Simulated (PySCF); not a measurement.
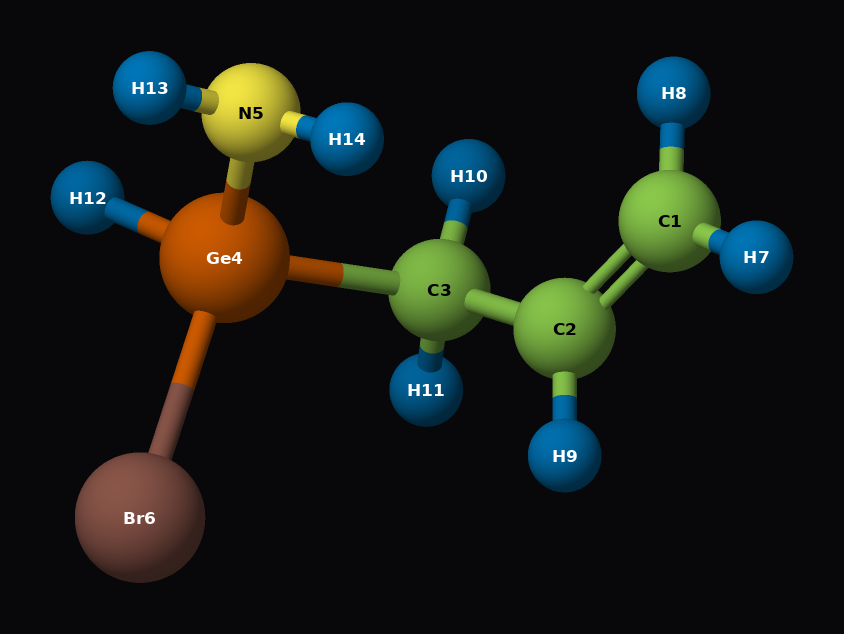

The geometry was computed by an optimisation with PBE0-D3(BJ)/def2-SVP. No frequency run is at hand to confirm it as a minimum. Method: delta-SCF UKS SCAN, pcX-2 on the ionised atom, pcseg-1 elsewhere, spin-free X2C (PySCF 2.14.0).

Give the core-electron binding energies (to vacuum) of C1 1s, C2 1s, C3 1s, N5 1s.

```
atom  level  binding energy (eV)
  C1     1s                290.1
  C2     1s                290.8
  C3     1s                290.7
  N5     1s                404.6
```
